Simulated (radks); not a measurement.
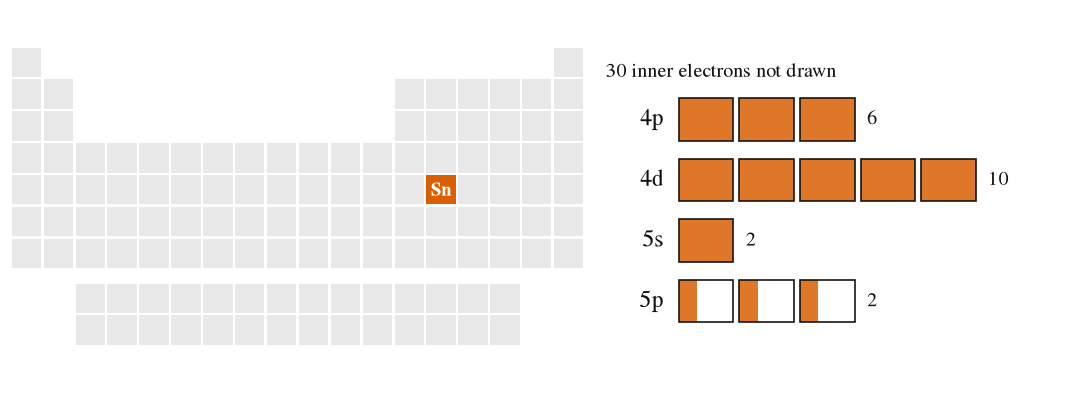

*Left, the place of tin in the periodic table; right, the outer shells as the input fills them: a box for each of the 2l + 1 orbitals, shaded by the share of the shell that is filled, with the electron count at the right.*

**Atomic calculation, with input and output: Sn**

System: atomic tin (Sn) in the configuration [Kr] 4d10 5s2 5p2 (5p1/2: 2).
Method: Dirac Kohn-Sham, PBEsol, spin-unpolarised, spherical densities, finite nucleus (the in-house radial solver radks).

Log:
```
1s1/2   1   2.0000       -1064.91075398
2s1/2   1   2.0000        -160.71639346
2p1/2   1   2.0000        -150.14904755
2p3/2   1   4.0000        -141.68027708
3s1/2   1   2.0000         -30.99609982
3p1/2   1   2.0000         -26.70175254
3p3/2   1   4.0000         -25.15542742
3d3/2   1   4.0000         -17.55693899
3d5/2   1   6.0000         -17.23761512
4s1/2   1   2.0000          -4.89828069
4p1/2   1   2.0000          -3.46975818
4p3/2   1   4.0000          -3.19058885
4d3/2   1   4.0000          -0.95785663
4d5/2   1   6.0000          -0.91953539
5s1/2   1   2.0000          -0.38089248
5p1/2   1   2.0000          -0.14140548
5p3/2   1   0.0000          -0.12507751
Etot -6176.110891379064
Ekin 6502.441706657015
Encl -14995.508073480494
Eh 2479.399571818863
Exc -162.44409637444858
err 6.864456081476809e-10
it 14
```

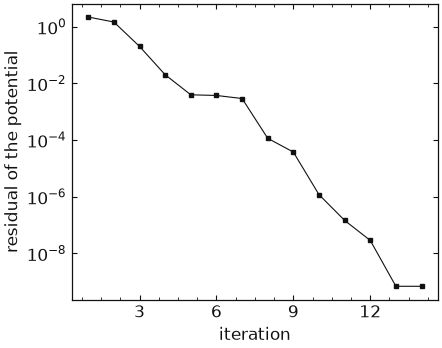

*Convergence: residual of the potential against the iteration.*

The residual falls almost steadily, with no more than small rises or pauses. It goes from 2.2 to 6.9×10⁻¹⁰ in 14 steps.

Input file:
```
Z 50
configuration [Kr] 4d10 5s2 5p2
relativity Dirac
functional pbe_sol,pbe_sol
spin unpolarised
j_filling energy
nucleus finite rms 4.6519 fm
c 137.035999084
mesh_step 0.003
max_iterations 55
```

Energies in input and log are in hartree, lengths in bohr (the nuclear radius in fm).

Launched within a batch (the task file carries these settings):
```bash
python <driver script> task.json out
```

Outcome:

| quantity | value |
| --- | --- |
| outcome | converged |
| total energy | −6176.1109 hartree |
| kinetic energy | 6502.4417 hartree |
| electron–nucleus energy | −14995.5081 hartree |
| Hartree energy | 2479.3996 hartree |
| exchange–correlation energy | −162.444096 hartree |
| radius at density 0.001 e/bohr³ | 4.68 bohr |
| SCF iterations | 14 |
| hardware | 1 thread of Arm Neoverse N1, 40 GiB of memory available, shared host |

What is odd here:

A numerical setting was moved from its usual value: mesh step h = 0.003. The program ran to the end, and its total energy equals that of the same run with the usual input (−6176.11089 hartree) within 10⁻⁵ hartree, so the oddity leaves no trace in it.
